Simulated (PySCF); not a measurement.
## Electronic structure of C5H7BOSi in real space

Input file:

```
{"job": {"kind": "nmr", "xc": "PBE0", "basis": "pcSseg-1"}, "charge": 0, "multiplicity": 1}
B      0.506506     2.154789     0.989681
Si     0.446764     0.367901     0.230836
C      1.587093    -0.034948    -1.182868
C      2.328265    -0.279380    -2.099286
C      0.260203    -1.242533     1.311614
O     -1.070521    -1.496686     0.831283
C     -1.256884    -0.473474    -0.062913
C     -2.344530    -0.288665    -0.795969
H      0.265529     2.374549     2.111691
H      0.752176     3.068021     0.303353
H      2.972172    -0.502291    -2.901695
H      0.237450    -1.127274     2.397766
H      0.905026    -2.089019     1.067977
H     -3.179925    -0.967727    -0.753083
H     -2.413737     0.544724    -1.470300
```

Command:

```sh
OMP_NUM_THREADS=1 python probes_run.py task.json out
```

Geometry: GFN2-xTB.

Computed with PBE0/pcSseg-1, SCF density, gas phase, non-relativistic (PySCF).

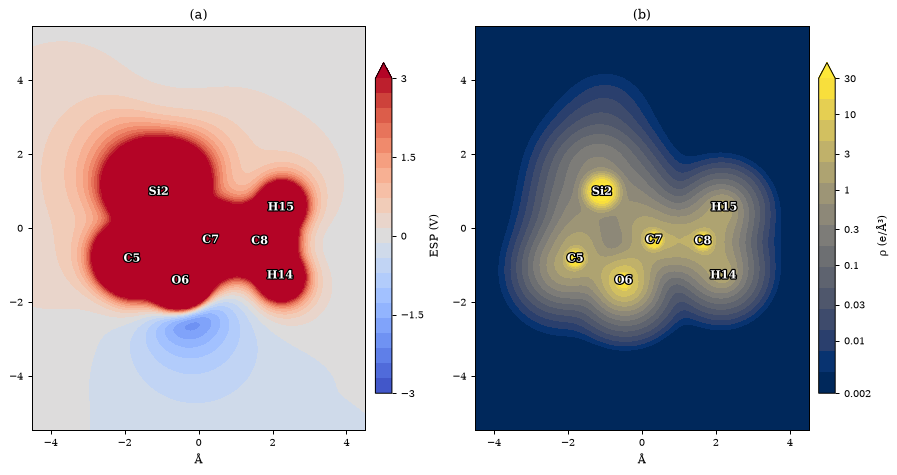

Figure 1. (a) molecular electrostatic potential; (b) electron density on the plane of atoms C5, Si2 and C7.

### What do the fields say about this system?

- The plane passes through Si, C, O and H nuclei.
- C–O (1.37 Å): ρ is about 2.3 e/Å³ halfway, with its minimum of 2 e/Å³ about 0.5 Å from C.
- C–H (1.08 Å): ρ at the midpoint is about 2 e/Å³.
- C–C (1.32 Å): ρ at the midpoint is about 2.3 e/Å³.
- C–O (1.44 Å): the density is about 2 e/Å³ at the midpoint, with its minimum of 1.7 e/Å³ about 0.5 Å from C.
- Outside the dense part of the molecule the potential is most negative (−1.9 V) near O6.

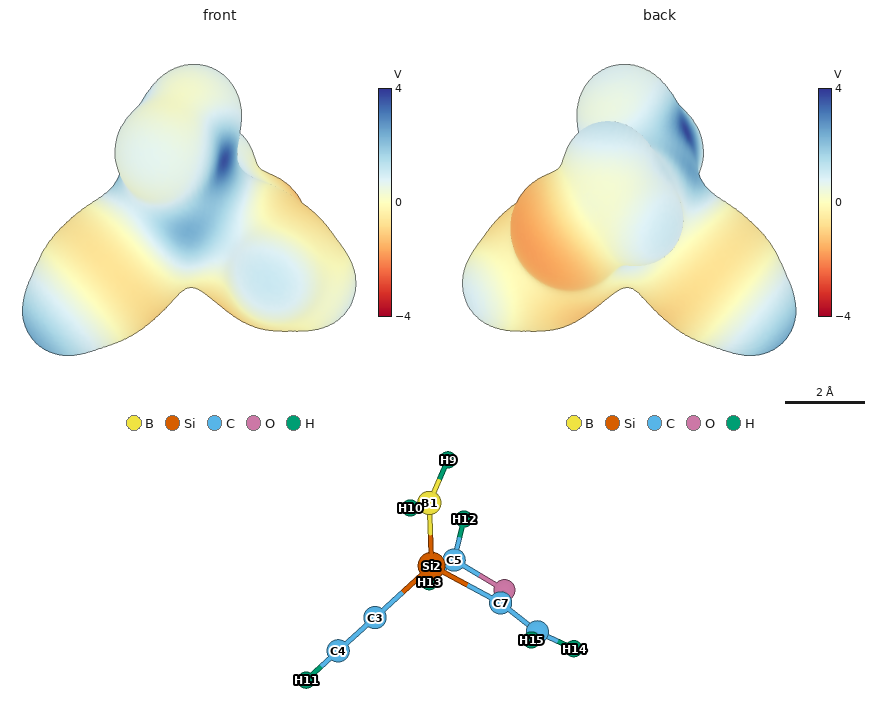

Figure 2. The molecular electrostatic potential painted on the density surface at 0.004 e/bohr³, seen from the front and from behind; the colour scale runs from red (negative) to blue (positive). The bare structure is drawn below in the same view.

### Which sites attract a positive test charge, and which a negative one?

A positive charge is drawn to the negative regions and a negative charge to the positive ones. The most negative region (about −1.7 V) lies over O6, the most positive (about +3.4 V) over B1. O6 is the likeliest acceptor of a hydrogen bond.

### What dipole moment does the calculation give?

Its dipole moment is 2.46 D.
